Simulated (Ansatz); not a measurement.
# FH3O2SZr: the cost of one run

Computed with Ansatz 0.2.0, Gaussian basis. Level: functionals in def2-TZVPP, the program's frozen cores in correlated methods.

Levels to be run: PBE-D4, r2SCAN-D4, PBE0-D4, B3LYP-D4, ωB97X-V, ωB97M-V, B2PLYP; CCSD(T)/def2-TZVPP; MP2/def2-QZVPP; extrapolation to the limit.

### Step 1. The relaxed structure

An earlier PBE0-D4 in a triple-zeta def2 set relaxation fixed the geometry. Zr takes the def2 core potential; no spin-orbit term is included.

8 atoms, charge 0, spin multiplicity 1.

Atoms are counted from 1 here; the program's logs count them from 0.

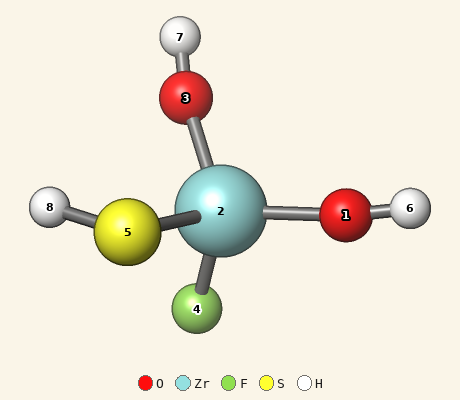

The structure; oxygen red, zirconium light teal, fluorine green, sulfur yellow, hydrogen white; atoms are numbered from 1 in the order of the file.

As a file:

```
O    -1.97552    0.03036   -0.04715
Zr   -0.09994   -0.06356   -0.35532
O     0.81215   -1.34219    0.72668
F     0.24967   -0.49696   -2.18335
S     0.76573    2.18572    0.16992
H    -2.89515   -0.07506    0.17918
H     1.10355   -1.98722    1.36430
H     2.03953    1.74891    0.14573
```

### Step 2. PBE-D4 (GGA)

The input, in.yaml:

```yaml
crystal:
  periodic: [false, false, false]
  atoms:
    - {symbol: O, position_ang: [-1.975525, 0.030356, -0.047149]}
    - {symbol: Zr, position_ang: [-0.099943, -0.063558, -0.355322]}
    - {symbol: O, position_ang: [0.812145, -1.342194, 0.726684]}
    - {symbol: F, position_ang: [0.249667, -0.496959, -2.183345]}
    - {symbol: S, position_ang: [0.765727, 2.185722, 0.169921]}
    - {symbol: H, position_ang: [-2.895151, -0.075061, 0.179182]}
    - {symbol: H, position_ang: [1.103553, -1.987216, 1.364295]}
    - {symbol: H, position_ang: [2.039528, 1.748910, 0.145733]}
basis:
  gaussian: {orbitals: def2-TZVPP}
hamiltonian: {xc: pbe, dispersion: d4}
output: {forces: true, orbitals: {seedname: orbitals}}
```

The run is started by

```sh
$ ansatz run in.yaml --threads 2 --pin off --events-out ev --progress --plain --max-ram 22528MiB --backend cpu
```

**Question.** How long does this run take on 2 threads of AMD EPYC 7R13, shared host, and how much memory does it need?

About 3.7 s, with a peak of 0.34 GiB.
